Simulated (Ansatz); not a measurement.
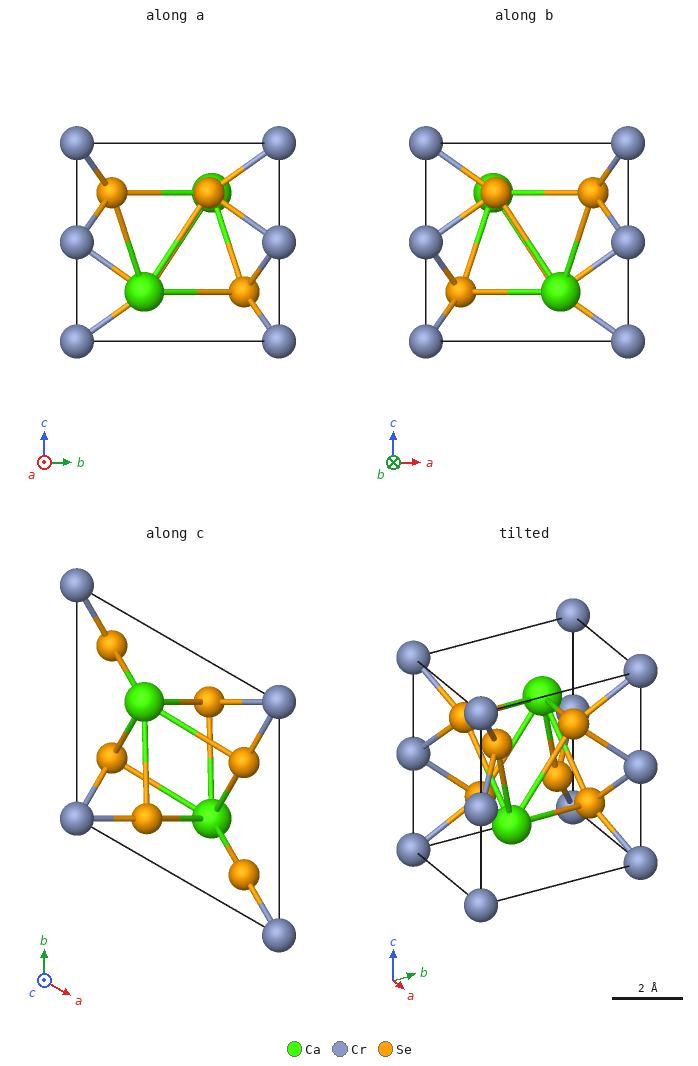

Ball-and-stick representation of a periodic structure, projected along the a axis, along the b axis, along the c axis and slightly off an axis. The conventional unit cell is drawn as a box.

Lattice parameters: a = 6.764 Å, b = 6.764 Å, c = 5.745 Å, α = 90.00°, β = 90.00°, γ = 120.00°.

Reconstruct the structure as a table of Wyckoff sites, with free fractional coordinates to two decimals.

Answer. Space group P6_3/mmc (No. 194).
```tsv
atom	site	x	y	z
Ca	2d	0.3333	0.6667	0.75
Cr	2a	0.00	0.00	0.00
Se	6h	0.83	0.65	0.75
```

Its origin is a structure type filled with these elements by a generator (whether the compound takes this form wasn't checked). What is shown is the relaxed result from Ansatz, DFT PBE, scalar-relativistic, plane waves, PAW.
